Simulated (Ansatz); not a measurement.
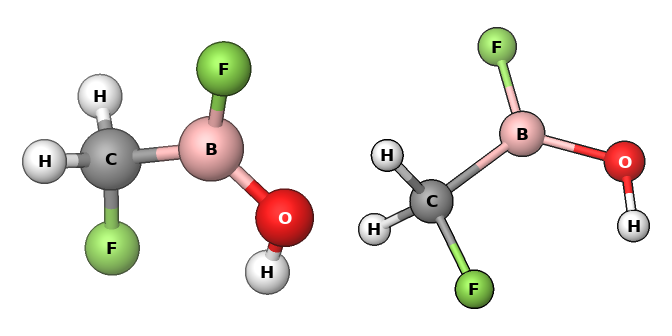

The same structure drawn twice, from different directions.

The computed structure is the end point of a PBE0-D4/def2-TZVP optimisation.

Identify the structure.

Formula CH₃BF₂O. Its SMILES string is `OB(F)CF`. It has no ring. Among its groups: C–F bond. This geometry has Cs symmetry. Coordination: 1 O bent; 1 B trigonal planar; 1 C tetrahedral.

The parts below concern this one geometry. Atoms keep their numbers from picture to picture.

**Shape**

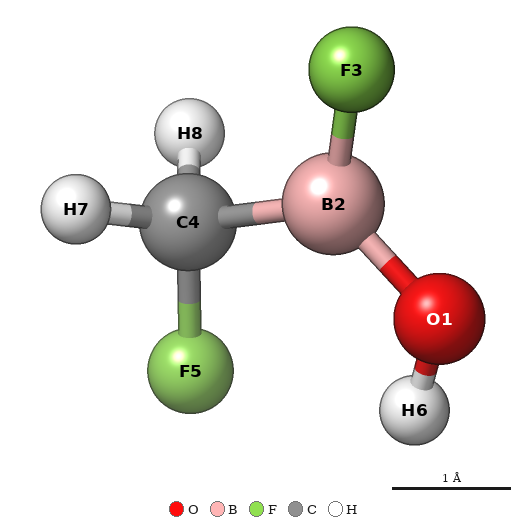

Give the bond lengths.

| bond | length (Å) | order |
| --- | --- | --- |
| O1–B2 | 1.342 | single |
| O1–H6 | 0.963 | single |
| B2–F3 | 1.327 | single |
| B2–C4 | 1.578 | single |
| C4–F5 | 1.396 | single |
| C4–H7 | 1.095 | single |
| C4–H8 | 1.095 | single |

**Electronic properties**

Method: RKS BHLYP-D4/def2-TZVPP (Ansatz 0.2.0).

**Give the dispersion correction at this level.**

−11.6 kJ/mol.

**What is the HOMO energy (Kohn–Sham orbital)?**

−11.07 eV.

**Give the HOMO–LUMO gap at this level.**

12.24 eV.

**Charges**

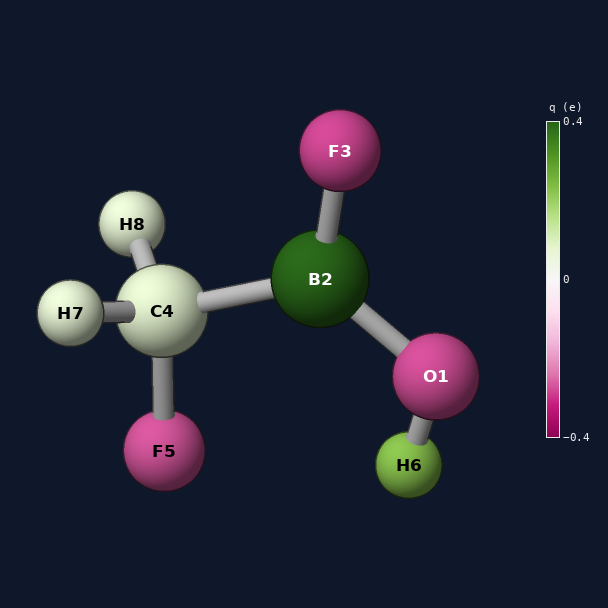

Atoms are coloured by their Mulliken charges. Properties computed with RKS r2SCAN-D4/def2-TZVPP (Ansatz 0.2.0).

Give the Mulliken charges atom by atom.

```json
{"atom": "O1", "value (e)": "−0.27"}
{"atom": "B2", "value (e)": "0.39"}
{"atom": "F3", "value (e)": "−0.28"}
{"atom": "C4", "value (e)": "0.08"}
{"atom": "F5", "value (e)": "−0.27"}
{"atom": "H6", "value (e)": "0.22"}
{"atom": "H7", "value (e)": "0.07"}
{"atom": "H8", "value (e)": "0.07"}
```

**Thermal motion**

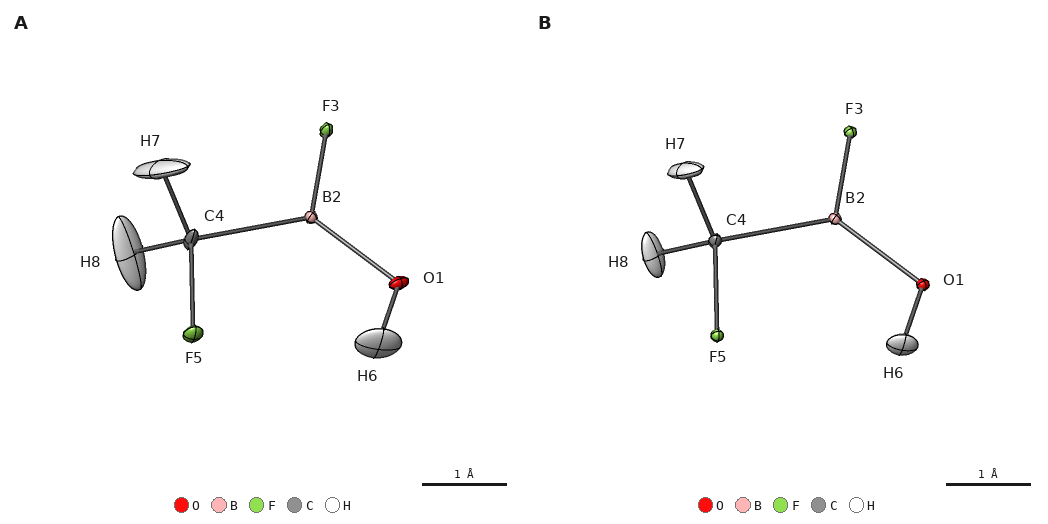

Displacement ellipsoids at the 50 % level, scaled by 0.7, from the internal vibrations of the free molecule (harmonic, no overall translation or rotation; no half-axis is drawn under 0.075 Å). Vibrations computed with RKS PBE0-D4/def2-TZVP (Ansatz 0.2.0). One panel is for 298 K, the other for 900 K.

**Which panel is for 900 K?**

A.

**How much does the mean-square displacement of C4 grow, and why?**

U_eq goes from 0.0048 to 0.0127 Å², a factor of 2.7. Modes below kT (626 cm⁻¹ at 900 K) grow about in proportion to T, and the lowest lies at 119 cm⁻¹; the mean-square amplitude of a mode is its zero-point value times coth(ħω/2kT), which comes close to 1 only above about 3kT.

Mulliken values depend strongly on the basis set and can even reverse the polarity of a bond.
